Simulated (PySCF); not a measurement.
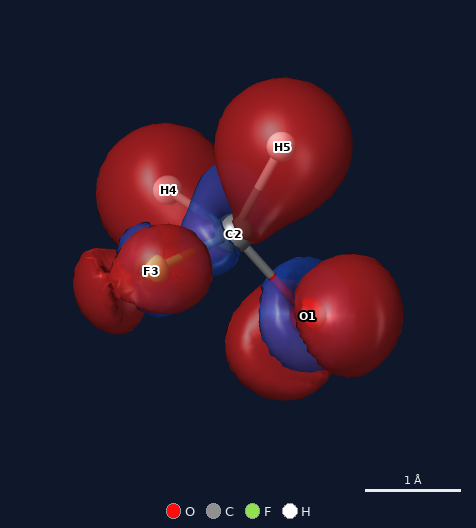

Figure. CH₂FO, doublet, SMILES `[O]CF`. Fukui function f⁻ = ρ(N) − ρ(N−1) at fixed geometry, surfaces at ±0.04 e/Å³ (red positive, blue negative).

Method: M06-2X/def2-SVPD; geometry: GFN2-xTB; program: PySCF. No frequency check shows the geometry to be a minimum. GFN2-xTB doesn't know the spin state, so this open-shell geometry is rough.

Input

```python
import numpy as np
from pyscf import gto, scf, dft
from pyscf.scf import atom_ks, atom_hf
from scipy.linalg import block_diag

def solve(mol, dm0=None, hcore=None):
    mf = (dft.UKS if mol.spin else dft.RKS)(mol, xc='m062x')
    mf.grids.level = 3
    mf = mf.density_fit(auxbasis='def2-universal-jkfit')
    mf.conv_tol, mf.max_cycle = 1e-8, 80
    if hcore is not None:
        mf.get_hcore = lambda *args: hcore
    mf.kernel(dm0)
    if not mf.converged:
        mf = mf.newton().run(mf.mo_coeff, mf.mo_occ, max_cycle=30)
    assert mf.converged, 'SCF not converged'
    return mf

mol = gto.M(atom='''
O      1.14778    -0.31079     0.00000
C      0.12235     0.41026    -0.00001
F     -1.11127    -0.24571     0.00000
H      0.04252     1.11809    -0.87478
H      0.04256     1.11803     0.87485
''', basis='def2-svpd', charge=0, spin=1, verbose=4)
mf = solve(mol)
out = dict(e0=mf.e_tot, dm0=mf.make_rdm1(), c=mf.mo_coeff, occ=mf.mo_occ, eps=mf.mo_energy)
for name, dq, spin in [('cation', 1, 0), ('anion', -1, 0)]:
    ion = mol.copy().set(charge=mol.charge + dq, spin=spin).build()
    mi = solve(ion)
    if spin and dq > 0 and mol.nao < 130:
        c, _, stable, _ = mi.stability(return_status=True)
        if not stable:
            mi = solve(ion, mi.make_rdm1(c, mi.mo_occ))
    print(name, 'vertical energy change / eV', (mi.e_tot - mf.e_tot) * 27.211386)
    out.update({'e_' + name: mi.e_tot, 'dm_' + name: mi.make_rdm1(), 's2_' + name: mi.spin_square()[0], 'eps_' + name: mi.mo_energy, 'occ_' + name: mi.mo_occ})
# spherically averaged free atoms, for the promolecule
atm = atom_ks.get_atm_nrks(mol, xc='m062x')
pro = block_diag(*[(atm[a[0]][2] * atm[a[0]][3]) @ atm[a[0]][2].T for a in mol._atom])
np.savez('result.npz', pro=pro, **out)
```

Run with:

```sh
OMP_NUM_THREADS=1 python input.py
```

The run took 22 s on 1 thread of Intel(R) Xeon(R) Platinum 8488C (Sapphire Rapids), on a shared host, peak memory 0.39 GiB.

Partitions, critical points and surface values were worked out afterwards from this run's density.

On which atoms does the density change most on removal of an electron?

Answer. f⁻ (Hirshfeld-condensed) is largest on O1 (0.31) and H4 and H5 (0.18 each); the vertical ionisation energy is 12.72 eV (to the singlet cation, which needn't be its lowest state). Condensed values hint at sites of electrophilic attack but needn't mark the atom that reacts. Orbital relaxation makes it negative in places (0.13 e in all).
